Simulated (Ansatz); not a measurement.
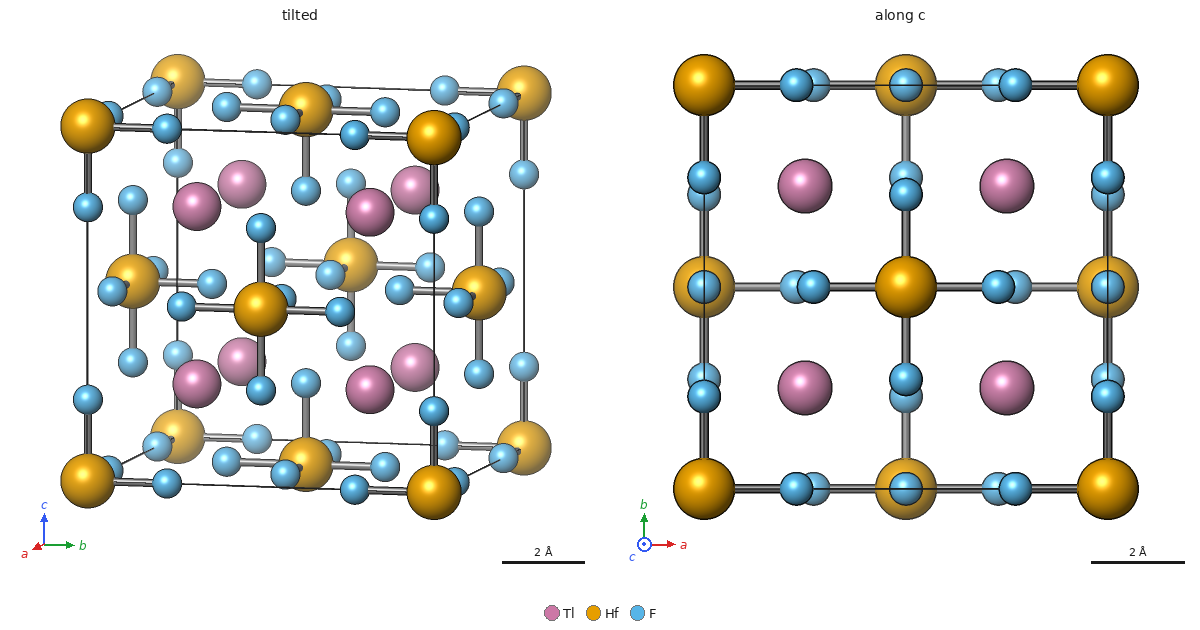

Ball-and-stick representation of a periodic structure, projected slightly off an axis and along the c axis. Thin lines show the conventional unit cell, with boundary atoms drawn in all their periodic places.

HfTl$_{2}$F$_{6}$, space group Fm-3m (No. 225), a = 8.739 Å, b = 8.739 Å, c = 8.739 Å, α = 90.00°, β = 90.00°, γ = 90.00°. The structure was taken from a structure type filled with these elements by a generator (whether the compound takes this form wasn't checked). Earlier steps of the study may have refined or changed the cell and positions. A calculation with Ansatz used it as input.

This one geometry was computed with Ansatz (DFT, plane waves, PAW) at five levels of theory: PBE0, HSE06, r2SCAN, PBE with spin-orbit coupling and PBE. It was relaxed beforehand with r2SCAN.

Question: Which level gives the highest pressure at this volume, and what does that say about its equilibrium volume?

Answer: Highest: PBE with spin-orbit coupling (2.9 GPa) and PBE (3.0 GPa), which points to the largest equilibrium volume. Lowest, with the smallest volume: r2SCAN (0.0 GPa). Levels within 0.5 GPa of each other can't be told apart.

Question: How does the band gap change with the level of theory?

Answer: PBE with spin-orbit coupling: a gap of 4.56 eV, direct; PBE: a gap of 4.80 eV, direct; r2SCAN: a gap of 5.28 eV, direct; HSE06: a gap of 6.03 eV, direct; PBE0: a gap of 6.75 eV, direct.

Question: Collect the results in a table.

Answer:
| level | cutoff (eV) | k-mesh of the run's cell | gap (eV) | pressure (GPa) |
| --- | --- | --- | --- | --- |
| PBE0 | 420 | 4×4×4 | 6.75 | 1.4 |
| HSE06 | 420 | 4×4×4 | 6.03 | 1.4 |
| r2SCAN | 500 | 6×6×6 | 5.28 | 0.0 |
| PBE with spin-orbit coupling | 420 | 6×6×6 | 4.56 | 2.9 |
| PBE | 420 | 6×6×6 | 4.80 | 3.0 |

Gaps are taken on the k-mesh or band path of each run.
